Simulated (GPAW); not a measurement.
## CdF2 (Fm-3m): refractive index against wavelength

The refractive index of CdF2 (Fm-3m) below the direct gap (3.53 eV on the mesh) is read from one computed spectrum, n = √(Re ε).

The structure is cubic, space group Fm-3m (No. 225). The conventional cell has a = 5.388 Å, b = 5.388 Å, c = 5.388 Å, α = 90.00°, β = 90.00°, γ = 90.00°. Around Cd on site a lie 8 F at 2.33 Å. F on site c has 4 Cd at 2.33 Å as nearest neighbours.

Method: GPAW 26.7.0, PBE, RPA, k-mesh 11×11×11, local fields up to 60 eV, Lorentzian half width 0.15 eV.

Launch of the response step: `OMP_NUM_THREADS=1 python df.py`. The run took 80 s, its band step included, on 1 thread of Arm Neoverse V1, with other jobs on the host.

| wavelength (nm) | photon energy E (eV) | n |
| --- | --- | --- |
| 1550 | 0.800 | 1.6331 |
| 1310 | 0.946 | 1.6349 |
| 1064 | 1.165 | ? |
| 850 | 1.459 | 1.6440 |
| 700 | 1.771 | 1.6519 |
| 633 | 1.959 | 1.6576 |
| 532 | 2.331 | 1.6719 |

In the single-oscillator model n² − 1 = E₀E_d/(E₀² − E²), so 1/(n² − 1) = E₀/E_d − E²/(E₀E_d) is linear in E².

Working, on the rows shown:

| x = E² (eV²) | y = 1/(n² − 1) |
| --- | --- |
| 0.639837 | 0.599874 |
| 0.895757 | 0.597765 |
| 2.12762 | 0.58729 |
| 3.13716 | 0.578445 |
| 3.83641 | 0.572201 |
| 5.43137 | 0.557026 |

Means: x̄ = 2.678, ȳ = 0.5821. Σ(x − x̄)(y − ȳ) = -0.1492, Σ(x − x̄)² = 16.77. Slope = -0.1492 / 16.77 = -0.008898; intercept = ȳ − slope · x̄ = 0.60593. Turned back into n, the line misses the rows shown by at most 0.00056.

**Question.** What does the fit predict for the withheld row, and how well does it do?

**Answer.** At x = 1.3578 the line gives y = 0.59385, that is 1.6383. The run gave 1.6383, so the interpolation holds to the digits printed.

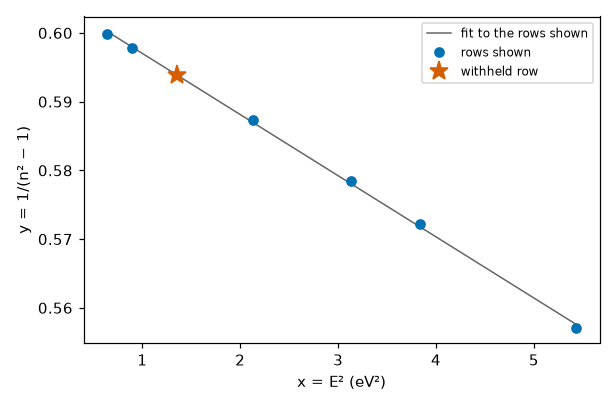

Refitted with all rows, the slope is -0.008896 and the intercept 0.60592. These give E₀ = √(intercept/−slope) = 8.25 eV and E_d = E₀/intercept = 13.6 eV; E₀ is 2.3 times the direct gap. The electronic limit at long wavelengths, without lattice vibrations, is n = √(1 + 1/intercept) = 1.628. Excitons are left out; PBE gaps are as a rule too small. The values come from a sum over the points of one k-mesh and carry its error, which grows as the direct gap shrinks. This version of GPAW has incomplete matrix elements in the optical limit, which can lower ε − 1 by up to a tenth where first-row anions or d states rule. Spin-orbit coupling is left out.
